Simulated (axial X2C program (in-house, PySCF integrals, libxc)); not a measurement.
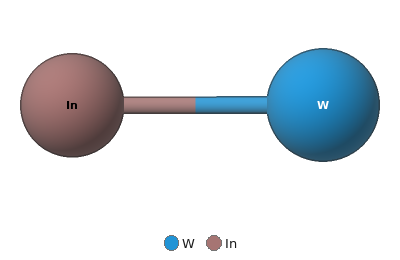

*The molecule at the reference distance of 2.826 Å.*

## Relativistic diatomic calculation, with input and output: WIn

- system: WIn, single determinant with Ω = 7/2 (not the lowest found). The distance is the PBE0 minimum at charge 0.
- method: expectation values, HF and Kohn-Sham, two-component X2C with atomic mean-field Coulomb and Gaunt terms, W dyall-cv3z, In dyall-cv3z (cores contracted) (axial X2C program (in-house, PySCF integrals, libxc))

The program's output:
```
two-component X2C + atomic mean field  PBE0
basis functions 314  fitting functions 1542  grid points 5803
iter        total energy     max residual
   1     -22018.421172983     3.16e+01
   2     -22020.443881796     1.19e-02
   3     -22020.439352723     1.82e-02
   4     -22020.451302950     2.68e-03
   5     -22020.451520494     1.11e-03
   6     -22020.451542555     4.64e-04
   7     -22020.451550107     2.06e-04
   8     -22020.451551906     6.26e-05
   9     -22020.451552147     2.31e-05
  10     -22020.451552240     7.68e-06
  11     -22020.451552263     4.32e-06
  12     -22020.451552269     2.50e-06
  13     -22020.451552272     1.42e-06
  14     -22020.451552273     5.69e-07
converged
one-electron -31582.44548776  Coulomb 9389.77147102  exact exchange -120.48914023  xc functional -368.98498238  nuclear repulsion 678.97967686  atomic mean-field constant -17.28308978
```

Expectation values by level of theory:

| quantity | PBE0 | HF | BHandHLYP | B3LYP | TPSSh |
| --- | --- | --- | --- | --- | --- |
| effective field for an electron dipole moment (GV/cm) | 3.01 | 11.2 | 5.50 | 0.767 | 1.90 |
| field gradient at the first nucleus (a.u.) | 0.00864 | −0.298 | 0.0203 | 0.0746 | 0.0505 |
| field gradient at the second nucleus (a.u.) | 0.433 | 0.230 | 0.280 | 0.272 | 0.360 |
| A∥/gI, first nucleus (MHz) | 1850 | 1390 | 1800 | 1930 | 1840 |
| A∥/gI, second nucleus (MHz) | 329 | 270 | 327 | 323 | 329 |

Each column comes from one determinant with 3 or more unpaired spinors, which can mix states, in a basis with contracted cores. The levels disagree widely: the effective field runs from 0.767 to 11.2 GV/cm and the field gradient at the first nucleus runs from −0.298 to 0.0746 a.u. They may not all have settled in the same state, and these values aren't reliable properties of the molecule.

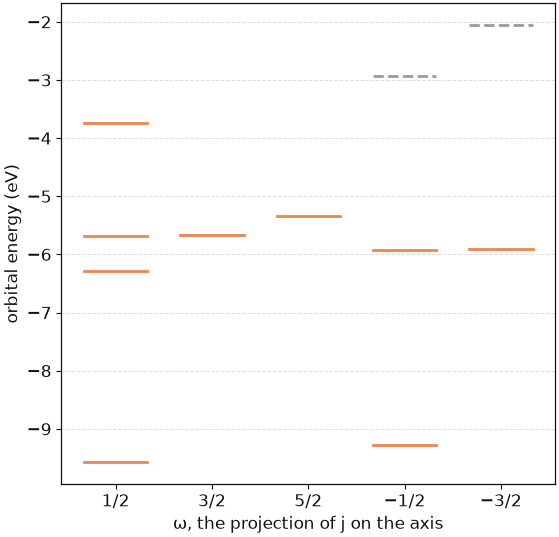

*Orbital energies (PBE0) near the frontier at 2.83 Å, filled (solid) and empty (dashed).*

The highest filled spinor (1/2; 67 % In p, 20 % W d) lies at −3.73 eV, the lowest empty one (−1/2; 54 % In p, 36 % W s) at −2.94 eV.

Input file:
```
{"zs": [74, 49], "q": 0, "bas": ["dyall-cv3z", "dyall-cv3z"], "r0": 2.79, "levels": ["PBE0", "HF", "BHandHLYP", "B3LYP", "TPSSh"], "nst": 2}
```

The line is the task of a batch: nuclear charges, charge, bases, the levels to run, a first guess of the distance and further settings. This report covers the levels named above. The log is that of the reference distance.

The run was one of a batch that the task file lists, launched with:
```bash
python <driver script> task.json out
```

Key numbers:

- outcome: converged; the levels of theory disagree widely
- hardware: 1 thread of Intel Xeon (Granite Rapids), 64 GiB of memory available, shared host
- wall time: 15 s
- peak memory: 0.81 GiB
